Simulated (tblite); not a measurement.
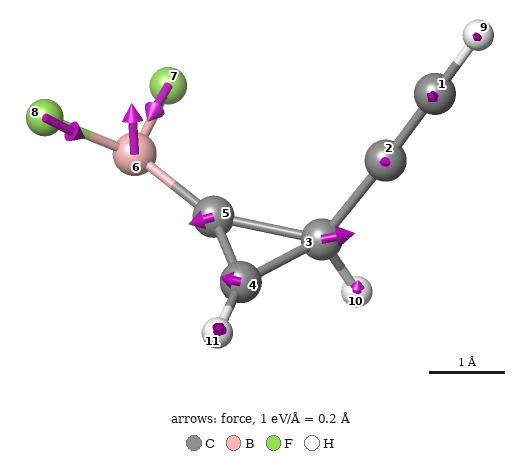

Starting geometry of C$_{5}$H$_{3}$BF$_{2}$ with the computed forces as purple arrows. The picture is a ball-and-stick view, seen from a free direction.

These are results of GFN2-xTB geometry optimisation, gas phase in tblite 0.8.0, not measurements. 

Question: What follows when this structure is relaxed?

Answer: It isn't relaxed: the largest force vector, on F atoms, is 3.63 eV/Å. The final displacements follow the starting forces only in part (cosine between the two patterns 0.38). After 90 geometry steps the energy has fallen by 97.3 kJ/mol. The largest move after the best rigid fit is that of F8, 0.84 Å. By element the largest moves are F 0.84 Å, H 0.32 Å, C 0.19 Å, B 0.12 Å. Near-neighbour distances that change, for instance: B6–F8 1.467 → 1.321 Å, B6–F7 1.462 → 1.318 Å, C2–C3 1.487 → 1.431 Å, C3–C5 1.486 → 1.529 Å. Among the angles between lasting bonds that change: C3–C4–H11 148.9° → 144.4°, C5–B6–F7 119.0° → 123.3°, C2–C3–H10 118.0° → 114.0°. The run took 0.72 s on 1 thread of Arm Neoverse N1, with other jobs on the host.
